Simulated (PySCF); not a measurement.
System: C8H20Ge (charge +1, doublet).

```xyz
29

C    -1.6953   -2.3466    0.7306
C    -1.1280   -1.0702    1.3351
Ge    0.1398   -0.0892    0.2389
C    -1.1850    0.4362   -1.5586
C    -2.3929    1.1619   -1.1281
C     0.6446    1.6899    0.8386
C     1.7088    1.5721    1.9340
C     1.5214   -1.1179   -0.6590
C     2.4212   -0.3310   -1.6013
H    -2.3322   -2.8689    1.4595
H    -0.9053   -3.0499    0.4280
H    -2.3223   -2.1441   -0.1519
H    -0.5439   -1.2944    2.2493
H    -1.9176   -0.3711    1.6535
H    -1.2889   -0.6107   -1.8769
H    -0.3876    0.9988   -2.0642
H    -3.0693    0.5554   -0.5094
H    -2.1760    2.1224   -0.6386
H    -2.9626    1.4155   -2.0502
H     1.0264    2.2629   -0.0208
H    -0.2544    2.2063    1.2087
H     1.9896    2.5746    2.2919
H     1.3505    1.0077    2.8086
H     2.6293    1.0894    1.5712
H     2.1036   -1.5428    0.1821
H     1.0525   -1.9829   -1.1546
H     3.2336   -0.9682   -1.9805
H     2.8908    0.5313   -1.1042
H     1.8751    0.0437   -2.4808
```

Geometry: PBE0-D3(BJ)/def2-SVP.

These are results of PySCF 2.14.0, density-fitted response routines, DFT single point, gas phase, functional wB97X, not measurements.

What can the converged electron density, electron localisation function and spin density tell about the bonding?

Answer. C–Ge (1.94 Å): ρ at the midpoint is about 0.92 e/Å³; the ELF peaks at about 0.90 between the atoms, as expected for a shared electron pair.
C–H (1.10 Å): ρ at the midpoint is about 1.9 e/Å³; the ELF climbs to about 1 towards the hydrogen, as it does in any bond to H; a covalent bond by its length.
C–C (1.52 Å): ρ is about 1.6 e/Å³ halfway; the ELF peaks at about 0.95 between the atoms, as expected for a covalent bond.
The unpaired spin (1 electron) lies mostly on C4 (about 0.5) and Ge3 (about 0.2), in electrons by Hirshfeld's partition.

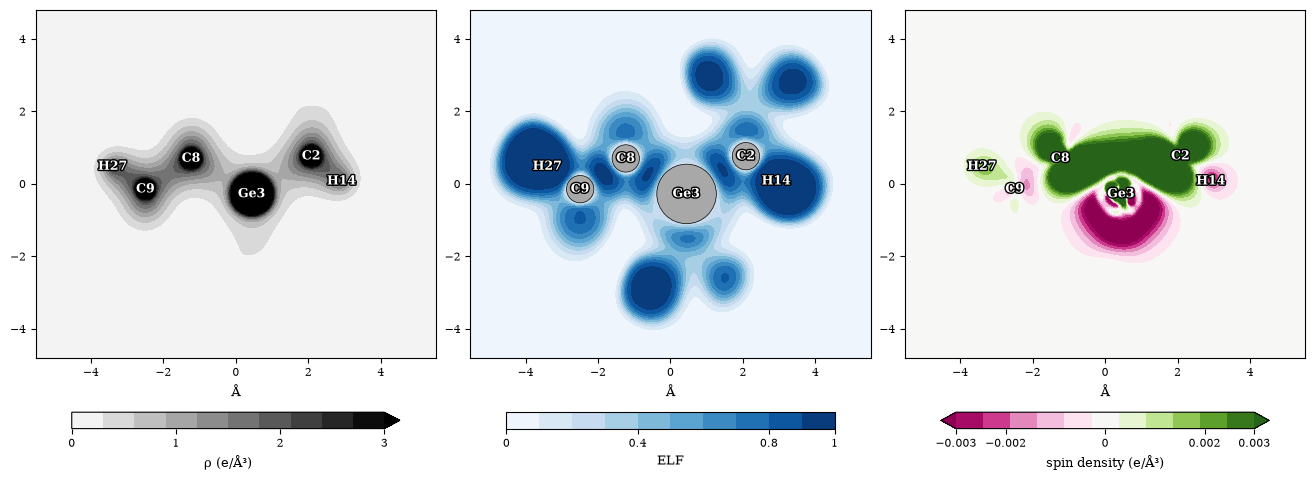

Computed electron density, electron localisation function and spin density on the plane of atoms C2, Ge3 and C8, in this order. Grey discs cover the atomic cores in the ELF map. 
